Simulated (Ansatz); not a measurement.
# SiHClO (triplet): the correlation ladder, cc-pVDZ

Aim: climb from Hartree-Fock through coupled cluster for SiHClO (triplet) at one geometry and basis, and see what each rung misses.

Method: cc-pVDZ, core rule «outside noble gas», up to 11 orbitals frozen; program: Ansatz 0.2.0, Gaussian basis.

The runs, in order: UHF; CCSD(T) on ROHF; CCSD(T) on UHF; BCCD(T) on ROHF; CISD; CCSDT(Q) on ROHF; CCSDT(Q) on UHF.

8 further runs of the same task are left out: 2 for a known fault of the program, 6 set aside as unsound or not needed.

## Step 1: What is computed

The geometry is a PBE0/def2-TZVP stationary point (not a proven minimum).

4 atoms, charge 0, spin multiplicity 3.

Atoms are counted from 1 here; the program's logs count them from 0.

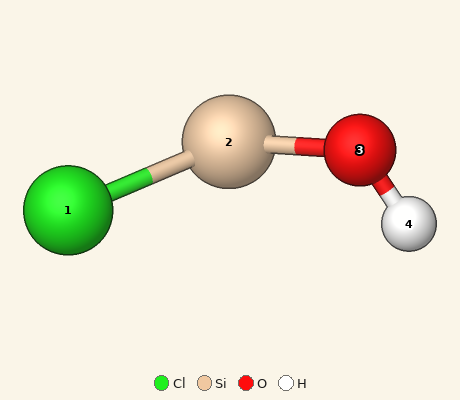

The geometry (chlorine green, silicon light orange, oxygen red, hydrogen white); atoms are numbered from 1 in the order of the file.

Geometry (Å):

```xyz
4
ClHOSi
Cl   -0.00836   -0.19771    1.34288
Si   -0.02465    0.55752   -0.56965
O     0.10749   -0.48954   -1.83744
H    -0.72550   -0.81018   -2.19473
```

In the tables R marks a restricted open-shell determinant and U an unrestricted one; energies count from the table's Hartree-Fock row.

## Step 2: UHF

in.yaml reads:

```yaml
crystal:
  periodic: [false, false, false]
  atoms:
    - {symbol: Cl, position_ang: [-0.008356, -0.197707, 1.342880]}
    - {symbol: Si, position_ang: [-0.024651, 0.557521, -0.569653]}
    - {symbol: O, position_ang: [0.107494, -0.489540, -1.837441]}
    - {symbol: H, position_ang: [-0.725501, -0.810184, -2.194734]}
basis:
  gaussian: {orbitals: cc-pVDZ}
magnetization: {spin_polarized: true, initial_magnetization: 2}
hamiltonian: {xc: hf}
output: {orbitals: {seedname: orbitals}}
```

Command:

```bash
ansatz run in.yaml --threads 1 --pin off --events-out ev --progress --plain --max-ram 2560MiB --backend cpu
```

The program printed:

```text
Functional definition: HF
  name "HF"
  cite "Fock, Z. Phys. 61, 126 (1930) doi:10.1007/BF01340294"
  parent pbe
  exchange = exact_x
  correlation = 0
551 factors; integrals over basis functions are off by at most 1.0e-3 eV
mean field evaluation 1: about -22416.4264 eV, gradient 2.1e1 eV
mean field evaluation 2: about -22416.4321 eV, gradient 2.1e1 eV
mean field evaluation 4: about -22418.7480 eV, gradient 2.6e0 eV
mean field evaluation 8: about -22418.8730 eV, gradient 2.4e-1 eV
mean field -22418.87447411 eV, -823.8784408647 hartree, gradient 1.3e-5 eV, S^2 2.005510; 0 other end points of the search recorded, 0 dependent functions left out
reference -22418.87447411 eV, -823.8784408647 hartree; 21, 19 occupied and 34, 36 virtual orbitals, 551 factors
Total energy: -22418.87447411 eV, -823.8784408647 hartree
```

Run time: 0.51 s. Hardware: 1 thread of AMD EPYC 7R13, shared host.

From the report: ⟨S²⟩ of the determinant 2.006 (pure triplet: 2.00).

## Step 3: CCSD(T) on ROHF

Edit in.yaml of step 2 so:

```diff
@@ -9,4 +9,3 @@
   gaussian: {orbitals: cc-pVDZ}
-magnetization: {spin_polarized: true, initial_magnetization: 2}
-hamiltonian: {xc: hf}
-output: {orbitals: {seedname: orbitals}}
+magnetization: {spin_polarized: false, initial_magnetization: 2}
+correlation: {method: ccsd_t, electrons: outside_noble_gas}
```

Launched as before.

The program printed (excerpt; [...] marks lines left out):

```text
Functional definition: HF
  name "HF"
  cite "Fock, Z. Phys. 61, 126 (1930) doi:10.1007/BF01340294"
  parent pbe
[...]
551 factors; integrals over basis functions are off by at most 1.0e-3 eV
[...]
mean field -22418.82000781 eV, -823.8764392649 hartree, gradient 1.7e-6 eV, S^2 2.000000; 0 other end points of the search recorded, 0 dependent functions left out
[...]
11 core orbitals not correlated: weight in the atoms' cores, before any rotation towards them, 1.000 or more for the frozen orbitals, at most 0.000 for the correlated occupied ones
reference -22418.82000781 eV, -823.8764392649 hartree; 10, 8 occupied and 34, 36 virtual orbitals, 551 factors
second order -10.33259162 eV of doubles, -0.03396956 eV of singles
cycle   1  -10.66893052 eV  change   -3.0e-1 eV  update   7.9e-2
[...]
cycle  12  -10.99373696 eV  change    2.5e-6 eV  update   8.6e-6
perturbative correction -0.25929627 eV, -0.0095289623 hartree
Total energy: -22430.07304104 eV, -824.2899806086 hartree
```

It took 2.5 s on 1 thread of AMD EPYC 7R13, shared host.

From the report: correlation -11.2530 eV; T1 0.020; largest double amplitude 0.03.

## Step 4: CCSD(T) on UHF

Edit in.yaml of step 3 so:

```diff
@@ -9,3 +9,3 @@
   gaussian: {orbitals: cc-pVDZ}
-magnetization: {spin_polarized: false, initial_magnetization: 2}
+magnetization: {spin_polarized: true, initial_magnetization: 2}
 correlation: {method: ccsd_t, electrons: outside_noble_gas}
```

Launched as before.

The program printed (excerpt; [...] marks lines left out):

```text
Functional definition: HF
  name "HF"
  cite "Fock, Z. Phys. 61, 126 (1930) doi:10.1007/BF01340294"
  parent pbe
[...]
551 factors; integrals over basis functions are off by at most 1.0e-3 eV
[...]
mean field -22418.87447411 eV, -823.8784408647 hartree, gradient 3.3e-6 eV, S^2 2.005510; 0 other end points of the search recorded, 0 dependent functions left out
11 core orbitals not correlated: weight in the atoms' cores, before any rotation towards them, 1.000 or more for the frozen orbitals, at most 0.000 for the correlated occupied ones
reference -22418.87447411 eV, -823.8784408647 hartree; 10, 8 occupied and 34, 36 virtual orbitals, 551 factors
second order -10.31907024 eV of doubles, -0.00000000 eV of singles
cycle   1  -10.62429250 eV  change   -3.1e-1 eV  update   7.8e-2
[...]
cycle  12  -10.94080228 eV  change    2.6e-6 eV  update   7.7e-6
perturbative correction -0.25816430 eV, -0.0094873632 hartree
Total energy: -22430.07344070 eV, -824.2899952959 hartree
```

Run time: 2.6 s. Hardware: 1 thread of AMD EPYC 7R13, shared host.

From the report: ⟨S²⟩ of the determinant 2.006 (pure triplet: 2.00); correlation -11.1990 eV; T1 0.017; largest double amplitude 0.03.

## Step 5: BCCD(T) on ROHF

Edit in.yaml of step 4 so:

```diff
@@ -9,3 +9,3 @@
   gaussian: {orbitals: cc-pVDZ}
-magnetization: {spin_polarized: true, initial_magnetization: 2}
-correlation: {method: ccsd_t, electrons: outside_noble_gas}
+magnetization: {spin_polarized: false, initial_magnetization: 2}
+correlation: {method: bccd_t, electrons: outside_noble_gas}
```

The command is unchanged.

The program printed (excerpt; [...] marks lines left out):

```text
Functional definition: HF
  name "HF"
  cite "Fock, Z. Phys. 61, 126 (1930) doi:10.1007/BF01340294"
  parent pbe
[...]
551 factors; integrals over basis functions are off by at most 1.0e-3 eV
[...]
mean field -22418.82000781 eV, -823.8764392649 hartree, gradient 1.7e-6 eV, S^2 2.000000; 0 other end points of the search recorded, 0 dependent functions left out
[...]
11 core orbitals not correlated: weight in the atoms' cores, before any rotation towards them, 1.000 or more for the frozen orbitals, at most 0.000 for the correlated occupied ones
reference -22418.82000781 eV, -823.8764392649 hartree; 10, 8 occupied and 34, 36 virtual orbitals, 551 factors
second order -10.33259162 eV of doubles, -0.03396956 eV of singles
cycle   1  -10.68865928 eV  change   -3.2e-1 eV  update   7.9e-2
[...]
cycle  12  -10.97329446 eV  change    3.9e-6 eV  update   9.8e-6
perturbative correction -0.28207499 eV, -0.0103660646 hartree
Total energy: -22430.07537725 eV, -824.2900664629 hartree
```

Wall time 3 s (1 thread of AMD EPYC 7R13, shared host).

From the report: correlation -11.2554 eV; largest double amplitude 0.03.

## Step 6: CISD

Edit in.yaml of step 5 so:

```diff
@@ -10,2 +10,2 @@
 magnetization: {spin_polarized: false, initial_magnetization: 2}
-correlation: {method: bccd_t, electrons: outside_noble_gas}
+correlation: {active_space: {ras: {orbitals: [8, 2, 34], electrons: 18, max_holes: 2, max_particles: 2}, fixed_orbitals: true}}
```

Launched as before.

The program printed:

```text
Functional definition: HF
  name "HF"
  cite "Fock, Z. Phys. 61, 126 (1930) doi:10.1007/BF01340294"
  parent pbe
  exchange = exact_x
  correlation = 0
551 factors; integrals over basis functions are off by at most 1.0e-3 eV
mean field evaluation 1: about -22416.4305 eV, gradient 2.9e1 eV
mean field evaluation 2: about -22416.4361 eV, gradient 2.9e1 eV
mean field evaluation 4: about -22418.7456 eV, gradient 3.1e0 eV
mean field evaluation 8: about -22418.8200 eV, gradient 7.3e-4 eV
mean field -22418.82000781 eV, -823.8764392649 hartree, gradient 1.7e-6 eV, S^2 2.000000; 0 other end points of the search recorded, 0 dependent functions left out
reference -22418.82000781 eV, -823.8764392649 hartree; 21, 19 occupied and 34, 36 virtual orbitals, 551 factors
state -22428.70848618 eV, -824.2398341426 hartree
Total energy: -22428.70848618 eV, -824.2398341426 hartree
```

Run time: 9 s. Hardware: 1 thread of AMD EPYC 7R13, shared host.

From the report: 629,712 determinants.

## Step 7: CCSDT(Q) on ROHF

Edit in.yaml of step 6 so:

```diff
@@ -10,2 +10,2 @@
 magnetization: {spin_polarized: false, initial_magnetization: 2}
-correlation: {active_space: {ras: {orbitals: [8, 2, 34], electrons: 18, max_holes: 2, max_particles: 2}, fixed_orbitals: true}}
+correlation: {method: ccsdt_q, electrons: outside_noble_gas}
```

Command:

```bash
ansatz run in.yaml --threads 2 --pin off --events-out ev --progress --plain --max-ram 15360MiB --backend cuda --devices 0, --max-vram 18GiB
```

The program printed (excerpt; [...] marks lines left out):

```text
Functional definition: HF
  name "HF"
  cite "Fock, Z. Phys. 61, 126 (1930) doi:10.1007/BF01340294"
  parent pbe
[...]
1026 factors; integrals over basis functions are off by at most 1.5e-7 eV
[...]
mean field -22418.82017945 eV, -823.8764455728 hartree, gradient 1.7e-6 eV, S^2 2.000000; 0 other end points of the search recorded, 0 dependent functions left out
[...]
11 core orbitals not correlated: weight in the atoms' cores, before any rotation towards them, 1.000 or more for the frozen orbitals, at most 0.000 for the correlated occupied ones
reference -22418.82017945 eV, -823.8764455728 hartree; 10, 8 occupied and 34, 36 virtual orbitals, 1026 factors
second order -10.33261720 eV of doubles, -0.03396961 eV of singles
cycle   1  -10.66894233 eV  change   -3.0e-1 eV  update   9.0e-2
[...]
cycle  17  -11.27586945 eV  change    9.7e-7 eV  update   2.1e-6
perturbative correction -0.02761207 eV, -0.0010147247 hartree
Total energy: -22430.12366097 eV, -824.2918408566 hartree
```

Wall time 18 s (1 × H100 (card shared with other runs) with 2 threads of AMD EPYC 7R13, shared host); peak host memory 0.96 GiB.

From the report: correlation -11.3035 eV; T1 0.021; largest double amplitude 0.03.

## Step 8: CCSDT(Q) on UHF

Edit in.yaml of step 7 so:

```diff
@@ -9,3 +9,3 @@
   gaussian: {orbitals: cc-pVDZ}
-magnetization: {spin_polarized: false, initial_magnetization: 2}
+magnetization: {spin_polarized: true, initial_magnetization: 2}
 correlation: {method: ccsdt_q, electrons: outside_noble_gas}
```

Same command.

The program printed (excerpt; [...] marks lines left out):

```text
Functional definition: HF
  name "HF"
  cite "Fock, Z. Phys. 61, 126 (1930) doi:10.1007/BF01340294"
  parent pbe
[...]
1026 factors; integrals over basis functions are off by at most 1.5e-7 eV
[...]
mean field -22418.87464565 eV, -823.8784471688 hartree, gradient 3.4e-6 eV, S^2 2.005510; 0 other end points of the search recorded, 0 dependent functions left out
11 core orbitals not correlated: weight in the atoms' cores, before any rotation towards them, 1.000 or more for the frozen orbitals, at most 0.000 for the correlated occupied ones
reference -22418.87464565 eV, -823.8784471688 hartree; 10, 8 occupied and 34, 36 virtual orbitals, 1026 factors
second order -10.31909586 eV of doubles, -0.00000000 eV of singles
cycle   1  -10.62430433 eV  change   -3.1e-1 eV  update   8.9e-2
[...]
cycle  17  -11.22173657 eV  change    8.7e-7 eV  update   1.9e-6
perturbative correction -0.03021535 eV, -0.0011103938 hartree
Total energy: -22430.12659758 eV, -824.2919487753 hartree
```

Wall time 12 s (1 × H100 (card shared with other runs) with 2 threads of AMD EPYC 7R13, shared host); peak host memory 0.9 GiB.

From the report: ⟨S²⟩ of the determinant 2.006 (pure triplet: 2.00); correlation -11.2520 eV; T1 0.018; largest double amplitude 0.03.

## Step 9: The ladder

The yardstick is UCCSDT(Q), where the cluster series has nearly closed. Rows without a time come out of other runs: HF, MP2 and CCSD of CCSD(T), CCSDT of CCSDT(Q).

Differences are taken before rounding.

```
   method  energy from the lowest RHF (kcal/mol)  from UCCSDT(Q) (kcal/mol)        time
      RHF                                   0.00                    +260.74            
      UHF                                  -1.26                    +259.48            
     RMP2                                -239.06                     +21.68            
     UMP2                                -239.22                     +21.52            
     CISD                                -228.03                     +32.70         9 s
    RCCSD                                -253.52                      +7.21            
    UCCSD                                -253.56                      +7.18            
 RCCSD(T)                                -259.50                      +1.24       2.5 s
 UCCSD(T)                                -259.51                      +1.23       2.6 s
  BCCD(T)                                -259.56                      +1.18         3 s
   RCCSDT                                -260.03                      +0.70            
   UCCSDT                                -260.04                      +0.70            
RCCSDT(Q)                                -260.67                      +0.07  18 s (GPU)
UCCSDT(Q)                                -260.74                          0  12 s (GPU)
```

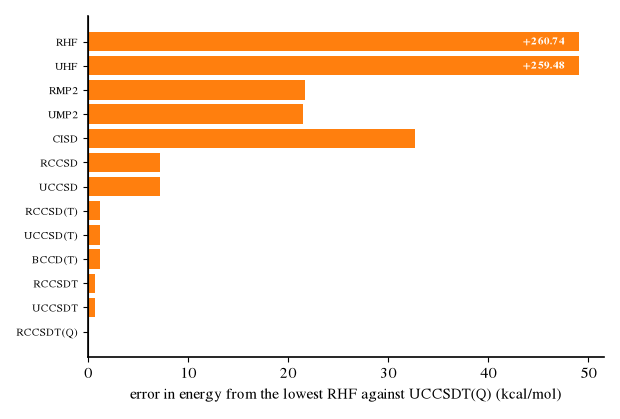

How far each level lands from UCCSDT(Q). Bars with a number in them are cut short.

Some runs used a GPU and others CPU threads alone; cost is compared among the CPU runs only.

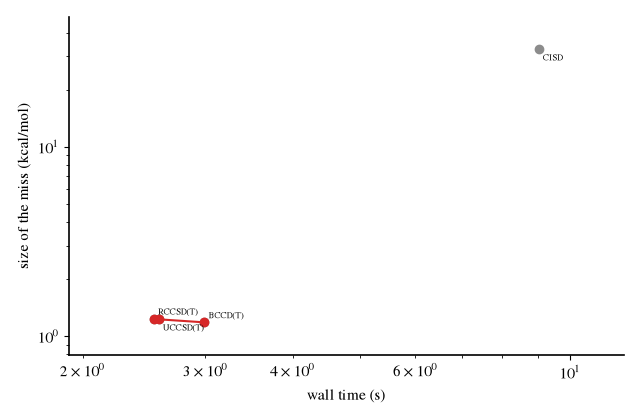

Miss against cost. Red marks the levels that no quicker level drawn beats. Times are from a shared host.

With the free atoms at the same levels and basis (separate runs), the atomisation energy is 10.008 eV at UCCSDT(Q), 9.983 eV at RCCSD(T), 9.981 eV at UCCSD(T), 7.511 eV at RHF.

## Step 10: Outcome

| quantity | value |
| --- | --- |
| UCCSDT(Q) below the RHF energy | -11.3066 eV |
| RMP2 from UCCSDT(Q) | +21.68 kcal/mol |
| UMP2 from UCCSDT(Q) | +21.52 kcal/mol |
| RCCSD from UCCSDT(Q) | +7.21 kcal/mol |
| RCCSD(T) from UCCSDT(Q) | +1.24 kcal/mol |
| UCCSD(T) from UCCSDT(Q) | +1.23 kcal/mol |
| RCCSDT(Q) from UCCSDT(Q) | +0.07 kcal/mol |
| levels within 1 kcal/mol (43 meV) | RCCSDT, UCCSDT, RCCSDT(Q) |
| T1 diagnostic | 0.020 |

In words: RCCSD(T) misses by +1.24 kcal/mol, 0.5 % of the correlation energy. These misses are within one basis, not against nature; the frozen cores of restricted and unrestricted runs differ, which can shift their rows.

BCCD(T) reaches 1.18 kcal/mol from the reference in 3 s; the quickest level in the cost chart, RCCSD(T), takes 2.5 s and misses by 1.24 kcal/mol.
